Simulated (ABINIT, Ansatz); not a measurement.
# Na3OBr (Pm-3m): changed settings of a GW run in ABINIT

Aim: change inputs of a GW run on Na3OBr (Pm-3m) and see what moves.

Program: ABINIT 10.8.3. Level of theory: PBEsol and many-body steps on it, plane waves. Results are calculated unless marked as measured.

## Step 1: The structure

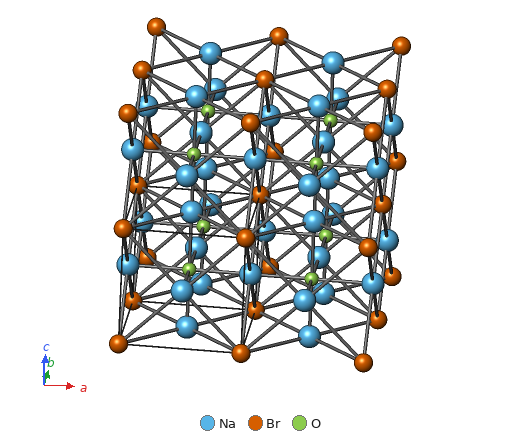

The cell as given, slightly off an axis (sodium blue, bromine orange, oxygen green). 2×2×2 cells are drawn. Some periodic images of atoms are drawn too.

The cell and positions are those that the Materials Project relaxed with its own functionals (PBE, PBE+U or r2SCAN), kept fixed.

## Step 2: Screening, 2×2×2 mesh, 81 bands, screening to 114.3 eV

This step: ABINIT 10.8.3; RPA screening on PBEsol, plane waves, norm-conserving pseudopotentials.

The RPA dielectric matrix is built and inverted for each q.

run.abi

```
acell 3*1.0 Angstrom
rprim 
  4.533130000000 0.000000000000 0.000000000000
  0.000000000000 4.533130000000 0.000000000000
  0.000000000000 0.000000000000 4.533130000000
ntypat 3
znucl 11 35 8
natom 5
typat 1 1 1 2 3
xred 
  0.000000000000 0.500000000000 0.500000000000
  0.500000000000 0.000000000000 0.500000000000
  0.500000000000 0.500000000000 0.000000000000
  0.000000000000 0.000000000000 0.000000000000
  0.500000000000 0.500000000000 0.500000000000
pp_dirpath "pseudos"
pseudos "Na.upf, Br.upf, O.upf"
ecut 38
ngkpt 2 2 2
nshiftk 1
shiftk 0 0 0
kptopt 1
chksymbreak 0
istwfk *1
occopt 1
irdwfk 1
optdriver 3
nband 81
ecuteps 4.2
inclvkb 2
awtr 1
symchi 1
indata_prefix "in"
outdata_prefix "out"
tmpdata_prefix "tmp"
```

Launch:

```console
$ OMP_NUM_THREADS=1 mpirun -n 4 abinit run.abi > log
```

Log:

```text
.Version 10.8.3 of ABINIT. v10.8.2 released Aug 2026.

 Symmetries : space group Pm -3 m (#221); Bravais cP (primitive cubic)
[... echo of the input left out ...]
== DATASET  1 ==================================================================
-   mpi_nproc: 4, omp_nthreads: 1 (-1 if OMP is not activated)

--- !DatasetInfo
iteration_state: {dtset: 1, }
dimensions: {natom: 5, nkpt: 4, mband: 81, nsppol: 1, nspinor: 1, nspden: 1, mpw: 7088, }
cutoff_energies: {ecut:  38.0, pawecutdg:  -1.0, }
electrons: {nelect:   4.00000000E+01, charge:   0.00000000E+00, occopt:   1.00000000E+00, tsmear:   1.00000000E-02, }

 SCREENING: Calculation of the susceptibility and dielectric matrices

 Based on a program developped by R.W. Godby, V. Olevano, G. Onida, and L. Reining.
 Incorporated in ABINIT by V. Olevano, G.-M. Rignanese, and M. Torrent.
.Using double precision arithmetic ; gwpc =  8

[... cell and pseudopotentials left out ...]
--------------------------------------------------------------------------------

 ==== K-mesh for the wavefunctions ====
 Number of points in the irreducible wedge :     4
[... list of points left out ...]
 Together with 48 symmetry operations and time-reversal symmetry
 yields     8 points in the full Brillouin Zone.

 ==== Q-mesh for the screening function ====
 Number of points in the irreducible wedge :     4
[... list of points left out ...]
 Together with 48 symmetry operations and time-reversal symmetry
 yields     8 points in the full Brillouin Zone.

 setmesh: FFT mesh size selected  =    32x   32x   32
          total number of points  =        32768

 vcoul_init : cutoff-mode = AUXILIARY_FUNCTION
 q-points for optical limit:   1
     1)      0.000010    0.000020    0.000030

- screening: taking advantage of time-reversal symmetry
- Maximum band index for partially occupied states nbvw = 20
- Remaining bands to be divided among processors   nbcw = 61
- Number of bands treated by each node ~15

 Number of electrons calculated from density =   40.0000; Expected =   40.0000
 average of density, n =  0.063631
 r_s =    1.5539
 omega_plasma =   24.3327 [eV]

 calculating chi0 at frequencies [eV] :
  1    0.000000E+00    0.000000E+00
  2    0.000000E+00    2.433268E+01

--------------------------------------------------------------------------------
  q-point number  1        q = ( 0.000000, 0.000000, 0.000000) [r.l.u.]
--------------------------------------------------------------------------------
[... chi0 elements left out ...]
 For q-point:  0.000010 0.000020 0.000030
  dielectric constant =   4.3663
  dielectric constant without local fields =   4.8423

  Average fulfillment of the sum rule on Im[epsilon] for q-point    1 :     35.52  [%]
[... wings left out ...]
  q-point number  2        q = ( 0.500000, 0.000000, 0.000000) [r.l.u.]
--------------------------------------------------------------------------------
[... chi0 elements left out ...]
  Average fulfillment of the sum rule on Im[epsilon] for q-point    2 :     41.52  [%]

 [... 2 further q-points ...]
```

The job ended after 9.8 s (4 MPI ranks of Arm Neoverse V1, shared host; peak memory 0.8 GiB; 39 s of CPU time).

Numbers from this step:

| Property | Result |
| --- | --- |
| ε∞ with local fields, on this mesh, along the program's q direction | 4.366 |
| the same without local fields | 4.842 |
| plasma frequency | 24.33 eV |
| plane waves in the screening matrix | 251 |

Local fields lower ε∞ by 10 %. On a Γ-centred mesh this coarse the value itself is usually too large, while a short band sum pulls it down.

## Step 3: Base

The self-energy is evaluated for the states that the input lists, and the levels follow from it, in one-shot runs by the linearised quasiparticle equation.

This step: G0W0 on PBEsol, plane waves, norm-conserving pseudopotentials.

run.abi: that of step 2 with these lines changed.

```diff
@@ -26,8 +26,15 @@
 irdwfk 1
-optdriver 3
+optdriver 4
 nband 81
+gwcalctyp 0
+ecutsigx 38
+symsigma 1
+nkptgw 1
+kptgw 
+  0.0000000000 0.0000000000 0.0000000000
+bdgw 
+  18 23
 ecuteps 4.2
-inclvkb 2
-awtr 1
-symchi 1
+irdscr 1
+ppmodel 1
 indata_prefix "in"
```

Log:

```text
.Version 10.8.3 of ABINIT. v10.8.2 released Aug 2026.

 Symmetries : space group Pm -3 m (#221); Bravais cP (primitive cubic)
[... echo of the input left out ...]
== DATASET  1 ==================================================================
-   mpi_nproc: 4, omp_nthreads: 1 (-1 if OMP is not activated)

--- !DatasetInfo
iteration_state: {dtset: 1, }
dimensions: {natom: 5, nkpt: 4, mband: 81, nsppol: 1, nspinor: 1, nspden: 1, mpw: 7088, }
cutoff_energies: {ecut:  38.0, pawecutdg:  -1.0, }
electrons: {nelect:   4.00000000E+01, charge:   0.00000000E+00, occopt:   1.00000000E+00, tsmear:   1.00000000E-02, }

 SIGMA: Calculation of the GW corrections

 Based on a program developped by R.W. Godby, V. Olevano, G. Onida, and L. Reining.
 Incorporated in ABINIT by V. Olevano, G.-M. Rignanese, and M. Torrent.
.Using double precision arithmetic ; gwpc =  8

[... cell and pseudopotentials left out ...]
--------------------------------------------------------------------------------

 ==== K-mesh for the wavefunctions ====
 Number of points in the irreducible wedge :     4
[... list of points left out ...]
 Together with 48 symmetry operations and time-reversal symmetry
 yields     8 points in the full Brillouin Zone.

 ==== Q-mesh for screening function ====
 Number of points in the irreducible wedge :     4
[... list of points left out ...]
 Together with 48 symmetry operations and time-reversal symmetry
 yields     8 points in the full Brillouin Zone.

 vcoul_init : cutoff-mode = AUXILIARY_FUNCTION
 q-points for optical limit:   1
     1)      0.000010    0.000020    0.000030
 setmesh: FFT mesh size selected  =    48x   48x   48
          total number of points  =       110592

 Number of electrons calculated from density =   40.0000; Expected =   40.0000
 average of density, n =  0.063631
 r_s =    1.5539
 omega_plasma =   24.3327 [eV]

 === KS Band Gaps ===
  >>>> For spin  1
   Minimum direct gap =   1.9597 [eV], located at k-point      :   0.0000  0.0000  0.0000
   Fundamental gap    =   1.9597 [eV], Top of valence bands at :   0.0000  0.0000  0.0000
                                       Bottom of conduction at :   0.0000  0.0000  0.0000
 SIGMA fundamental parameters:
 PLASMON POLE MODEL  1
 number of plane-waves for SigmaX                 7075
 number of plane-waves for SigmaC and W            251
 number of plane-waves for wavefunctions          7075
 number of bands                                    81
 number of independent spin polarizations            1
 number of spinorial components                      1
 number of k-points in IBZ                           4
 number of q-points in IBZ                           4
 number of symmetry operations                      48
 number of k-points in BZ                            8
 number of q-points in BZ                            8
 number of frequencies for dSigma/dE                 9
 frequency step for dSigma/dE [eV]                0.25
 number of omega for Sigma on real axis              0
 max omega for Sigma on real axis  [eV]           0.00
 zcut for avoiding poles [eV]                     0.10

 EPSILON^-1 parameters (SCR file):
 dimension of the eps^-1 matrix on file            251
 dimension of the eps^-1 matrix used               251
 number of plane-waves for wavefunctions          7075
 number of bands                                    81
 number of q-points in IBZ                           4
 number of frequencies                               2
 number of real frequencies                          1
 number of imag frequencies                          1

 matrix elements of self-energy operator (all in [eV])

 Perturbative Calculation

--- !SelfEnergy_ee
iteration_state: {dtset: 1, }
kpoint     : [   0.000,    0.000,    0.000, ]
spin       : 1
KS_gap     :    1.960
QP_gap     :    3.260
Delta_QP_KS:    1.300
data: !SigmaeeData |
     Band     E0 <VxcDFT>   SigX SigC(E0)      Z dSigC/dE  Sig(E)    E-E0       E
       18   1.551 -17.848 -23.042   4.605   0.740  -0.351 -18.284  -0.436   1.115
       19   1.551 -17.848 -23.042   4.605   0.740  -0.351 -18.284  -0.436   1.115
       20   1.551 -17.848 -23.042   4.605   0.740  -0.351 -18.284  -0.436   1.115
       21   3.511  -8.394  -4.327  -3.029   0.833  -0.201  -7.530   0.864   4.375
       22   6.438  -7.179  -2.942  -3.235   0.836  -0.196  -6.341   0.838   7.276
       23   6.438  -7.179  -2.942  -3.235   0.836  -0.196  -6.341   0.838   7.276

== END DATASET(S) ==============================================================
================================================================================

 -outvars: echo values of variables after computation  --------
           etotal      0.0000000000E+00
            nband          81
             nkpt           4
          spgroup         221
 [... the other variables as echoed above ...]

 Calculation completed.
```

Run time: 4.9 s. Hardware: 4 MPI ranks; peak memory 0.8 GiB.

This step gave:

```
G0W0 gap on the points computed              : 3.26 eV
starting gap on the mesh                     : 1.960 eV
k of the valence top                         : 0, 0, 0
k of the conduction bottom                   : 0, 0, 0
Z at the valence top                         : 0.74
Z at the conduction bottom                   : 0.833
least direct G0W0 gap on the computed points : 3.26 eV
```

The gap on the mesh goes from 1.96 eV to 3.26 eV, a correction of +1.30 eV.

## Step 4: Scissors in G

run.abi: that of step 3 with these lines changed.

```diff
@@ -39,2 +39,3 @@
 ppmodel 1
+mbpt_sciss 0.5 eV
 indata_prefix "in"
```

Log:

```text
.Version 10.8.3 of ABINIT. v10.8.2 released Aug 2026.

 Symmetries : space group Pm -3 m (#221); Bravais cP (primitive cubic)
[... echo of the input left out ...]
== DATASET  1 ==================================================================
-   mpi_nproc: 4, omp_nthreads: 1 (-1 if OMP is not activated)

--- !DatasetInfo
iteration_state: {dtset: 1, }
dimensions: {natom: 5, nkpt: 4, mband: 81, nsppol: 1, nspinor: 1, nspden: 1, mpw: 7088, }
cutoff_energies: {ecut:  38.0, pawecutdg:  -1.0, }
electrons: {nelect:   4.00000000E+01, charge:   0.00000000E+00, occopt:   1.00000000E+00, tsmear:   1.00000000E-02, }

 SIGMA: Calculation of the GW corrections

 Based on a program developped by R.W. Godby, V. Olevano, G. Onida, and L. Reining.
 Incorporated in ABINIT by V. Olevano, G.-M. Rignanese, and M. Torrent.
.Using double precision arithmetic ; gwpc =  8

[... cell and pseudopotentials left out ...]
--------------------------------------------------------------------------------

 ==== K-mesh for the wavefunctions ====
 Number of points in the irreducible wedge :     4
[... list of points left out ...]
 Together with 48 symmetry operations and time-reversal symmetry
 yields     8 points in the full Brillouin Zone.

 ==== Q-mesh for screening function ====
 Number of points in the irreducible wedge :     4
[... list of points left out ...]
 Together with 48 symmetry operations and time-reversal symmetry
 yields     8 points in the full Brillouin Zone.

 vcoul_init : cutoff-mode = AUXILIARY_FUNCTION
 q-points for optical limit:   1
     1)      0.000010    0.000020    0.000030
 setmesh: FFT mesh size selected  =    48x   48x   48
          total number of points  =       110592

 Number of electrons calculated from density =   40.0000; Expected =   40.0000
[...]
number of q-points in BZ                            8
 number of frequencies for dSigma/dE                 9
 frequency step for dSigma/dE [eV]                0.25
 number of omega for Sigma on real axis              0
 max omega for Sigma on real axis  [eV]           0.00
 zcut for avoiding poles [eV]                     0.10
 scissor energy [eV]                              0.50

 EPSILON^-1 parameters (SCR file):
 dimension of the eps^-1 matrix on file            251
 dimension of the eps^-1 matrix used               251
 number of plane-waves for wavefunctions          7075
 number of bands                                    81
 number of q-points in IBZ                           4
 number of frequencies                               2
 number of real frequencies                          1
 number of imag frequencies                          1

 matrix elements of self-energy operator (all in [eV])

 Perturbative Calculation

--- !SelfEnergy_ee
iteration_state: {dtset: 1, }
kpoint     : [   0.000,    0.000,    0.000, ]
spin       : 1
KS_gap     :    1.960
QP_gap     :    3.323
Delta_QP_KS:    1.363
data: !SigmaeeData |
     Band     E0 <VxcDFT>   SigX SigC(E0)      Z dSigC/dE  Sig(E)    E-E0       E
       18   1.551 -17.848 -23.042   4.623   0.741  -0.350 -18.271  -0.423   1.128
       19   1.551 -17.848 -23.042   4.623   0.741  -0.350 -18.271  -0.423   1.128
       20   1.551 -17.848 -23.042   4.623   0.741  -0.350 -18.271  -0.423   1.128
       21   3.511  -8.394  -4.327  -3.040   0.833  -0.200  -7.455   0.939   4.450
       22   6.438  -7.179  -2.942  -3.242   0.837  -0.195  -6.264   0.915   7.353
       23   6.438  -7.179  -2.942  -3.242   0.837  -0.195  -6.264   0.915   7.353

== END DATASET(S) ==============================================================
================================================================================

 -outvars: echo values of variables after computation  --------
           etotal      0.0000000000E+00
            nband          81
             nkpt           4
          spgroup         221
 [... the other variables as echoed above ...]

 Calculation completed.
```

Elapsed: 4.9 s, on 4 MPI ranks; peak memory 0.8 GiB.

Numbers from this step:

* G0W0 gap on the points computed: 3.322 eV
* starting gap on the mesh: 1.960 eV
* k of the valence top: 0, 0, 0
* k of the conduction bottom: 0, 0, 0
* Z at the valence top: 0.741
* Z at the conduction bottom: 0.833
* least direct G0W0 gap on the computed points: 3.322 eV

## Step 5: Another k mesh than the file's

run.abi: that of step 4 with these lines changed.

```diff
@@ -18,3 +18,3 @@
 ecut 38
-ngkpt 2 2 2
+ngkpt 3 3 3
 nshiftk 1
@@ -39,3 +39,2 @@
 ppmodel 1
-mbpt_sciss 0.5 eV
 indata_prefix "in"
```

Log:

```text
.Version 10.8.3 of ABINIT. v10.8.2 released Aug 2026.

 Symmetries : space group Pm -3 m (#221); Bravais cP (primitive cubic)
================================================================================
 Values of the parameters that define the memory need of the present run
     intxc =       0    ionmov =       0      iscf =       7    lmnmax =       6
     lnmax =       6     mgfft =      48  mpssoang =       3    mqgrid =    3001
     natom =       5  nloc_mem =       1    nspden =       1   nspinor =       1
    nsppol =       1      nsym =      48    n1xccc =    2501    ntypat =       3
    occopt =       1   xclevel =       2
-    mband =          81        mffmem =           1         mkmem =           1
       mpw =        7075          nfft =      110592          nkpt =           4
================================================================================
  Rough estimation (10% accuracy) of disk space for files :
================================================================================

--------------------------------------------------------------------------------
------------- Echo of variables that govern the present computation ------------
--------------------------------------------------------------------------------
 -outvars: echo values of preprocessed input variables --------
            acell      1.8897261259E+00  1.8897261259E+00  1.8897261259E+00 Bohr

             bdgw          18      23
      chksymbreak           0
             ecut      3.80000000E+01 Hartree
          ecuteps      4.20000000E+00 Hartree
         ecutsigx      3.80000000E+01 Hartree
          ecutwfn      3.80000000E+01 Hartree
-          fftalg         312
           irdscr           1
           irdwfk           1

              ixc     -116133
[...]
R(1)=  8.5663742  0.0000000  0.0000000  G(1)=  0.1167355  0.0000000  0.0000000
 R(2)=  0.0000000  8.5663742  0.0000000  G(2)=  0.0000000  0.1167355  0.0000000
 R(3)=  0.0000000  0.0000000  8.5663742  G(3)=  0.0000000  0.0000000  0.1167355
 Unit cell volume ucvol=  6.2862424E+02 bohr^3
 Angles (23,13,12)=  9.00000000E+01  9.00000000E+01  9.00000000E+01 degrees

--- Pseudopotential description ------------------------------------------------
- Na Generated using ONCVPSP code by D. R. Hamann
- 11.00000   9.00000  180301                  znucl, zion, pspdat
12 -116133 1 -1 2016                          pspcod,pspxc,lmax,lloc,mmax
     nproj     2     2     0
  pspatm : epsatm=    9.32918808
         --- l  ekb(1:nproj) -->
[...]
pspatm: atomic psp has been read  and splines computed

- Br Generated using ONCVPSP code by D. R. Hamann
- 35.00000   7.00000  180301                  znucl, zion, pspdat
12 -116133 2 -1 1098                          pspcod,pspxc,lmax,lloc,mmax
     nproj     2     2     2
  pspatm : epsatm=   10.94932683
         --- l  ekb(1:nproj) -->
[...]
pspatm: atomic psp has been read  and splines computed

- O Generated using ONCVPSP code by D. R. Hamann
-  8.00000   6.00000  180301                  znucl, zion, pspdat
12 -116133 2 -1 936                           pspcod,pspxc,lmax,lloc,mmax
     nproj     2     2     1
  pspatm : epsatm=    6.22910120
         --- l  ekb(1:nproj) -->
             0    6.050032    0.820363
             1   -4.739617   -1.153841
             2   -1.335834
 pspatm: atomic psp has been read  and splines computed

   1.80663969E+03                                ecore*ucvol(ha*bohr**3)
--------------------------------------------------------------------------------

--- !ERROR
message: |
    hdr%kptrlatt_orig: [2, 0, 0, 0, 2, 0, 0, 0, 2]
    dtset%kptrlatt_orig: [3, 0, 0, 0, 3, 0, 0, 0, 3]

--- !ERROR
message: |
    hdr%kptrlatt_orig: [2, 0, 0, 0, 2, 0, 0, 0, 2]
    dtset%kptrlatt_orig: [3, 0, 0, 0, 3, 0, 0, 0, 3]

--- from the log ---
hdr%kptrlatt_orig: [2, 0, 0, 0, 2, 0, 0, 0, 2]
    dtset%kptrlatt_orig: [3, 0, 0, 0, 3, 0, 0, 0, 3]
```

Run time: 2.3 s. Hardware: 4 MPI ranks; peak memory 0.06 GiB.

The run stopped with an error after 2.3 s.

The program's words: hdr%kptrlatt_orig: [2, 0, 0, 0, 2, 0, 0, 0, 2] dtset%kptrlatt_orig: [3, 0, 0, 0, 3, 0, 0, 0, 3]

The fault put into this input: another k mesh than the file's.

## Step 6: The runs together

Times are wall times on 4 MPI ranks of Arm Neoverse V1, shared host, good to a factor of about two. A run's time includes the screening step that it read.

```
          run   mesh  bands  screening cutoff (eV)  DFT gap (eV)  gap on the mesh (eV)  direct (eV)  ε∞ used  time
         base  2×2×2     81                  114.3         1.960                 3.260        3.260     4.37  15 s
scissors in G  2×2×2     81                  114.3         1.960                 3.322        3.322     4.37  15 s
```

## Step 7: Summary of results

| Quantity | Value |
| --- | --- |
| base | 3.260 eV |
| scissors in G | 3.322 eV |
| known limits | not at the basis limit; no spin-orbit coupling; coarse k mesh |

What this shows: Scissors in G: +0.062 eV against base (keys changed: mbpt_sciss). Bands and cutoff are finite, so the gap is not at the basis limit. The miss can reach some tenths of an eV and take either sign; the mesh is an error of its own. In the G0W0 runs levels were corrected at 1 k point alone, so a gap called «on the mesh» is the least over those, and an edge elsewhere would be missed. The 2×2×2 mesh is coarse for this cell, which bears on the long-range parts of exchange and screening. The many-body steps are scalar-relativistic: spin-orbit coupling is not in them.

[Paths, hosts, dates, memory and timing lines, banners, echoed tables and standing remarks are left out of the program output.]

[Logs are printed without paths, hosts, clocks, repeated set-up lines and the standing remarks that a program may print on its own settings, such as how far it seeks lower states.]

[Runs of the session that timed out or met a known fault of the program may be left out.]

[Hosts, paths, dates, database ids (printed as entryN), source tags and the programs' standing remarks are cut or masked in the printed files.]

[G0W0 gaps are taken among the corrected bands and points alone; a level outside them can change the order at an edge.]

[Where Ansatz stands beside ABINIT at settings called matched, ABINIT's density can come from a denser mesh and the files from another edition; pairs whose starting gaps differed by over 0.03 eV were left out, so agreement reads better than it is.]
